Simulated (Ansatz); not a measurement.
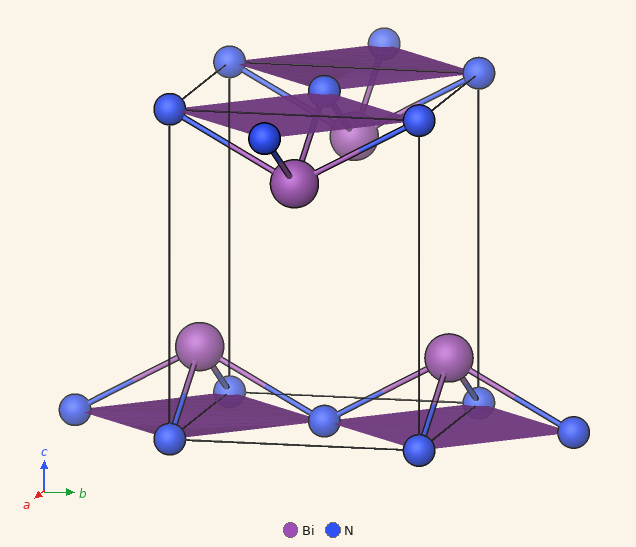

An orthographic polyhedral view of the structure, slightly off an axis. The lines enclose the conventional unit cell; boundary atoms appear with their images. Some neighbours outside the box are added.

BiN, space group P4/nmm (No. 129), a = 4.052 Å, b = 4.052 Å, c = 5.312 Å, α = 90.00°, β = 90.00°, γ = 90.00°. Its origin is a structure type filled with these elements by a generator (whether the compound takes this form wasn't checked). Earlier steps of the study, as a rule a relaxation of our own, may have changed the cell and positions, so they can lie some per cent off the listed ones. It was the input of a calculation with Ansatz.

This one geometry was computed with Ansatz (DFT, plane waves, PAW) at four levels of theory: r2SCAN, LDA, PBEsol and PBE with spin-orbit coupling.

Which level gives the highest pressure at this volume, and what does that say about its equilibrium volume?

Answer. Highest: PBE with spin-orbit coupling (0.6 GPa), which points to the largest equilibrium volume. Lowest, with the smallest volume: LDA (-5.2 GPa). Levels within 0.5 GPa of each other can't be told apart.

How does the band gap change with the level of theory?

Answer. All levels give a metal, though semilocal functionals underestimate gaps and can close a small one.

Collect the results in a table.

Answer.
| level | cutoff (eV) | k-mesh of the run's cell | gap (eV) | pressure (GPa) |
| --- | --- | --- | --- | --- |
| r2SCAN | 500 | 8×8×6 | metal | -2.9 |
| LDA | 420 | 8×8×6 | metal | -5.2 |
| PBEsol | 420 | 8×8×6 | metal | -3.2 |
| PBE with spin-orbit coupling | 420 | 8×8×6 | metal | 0.6 |

Gaps are taken on the k-mesh or band path of each run.
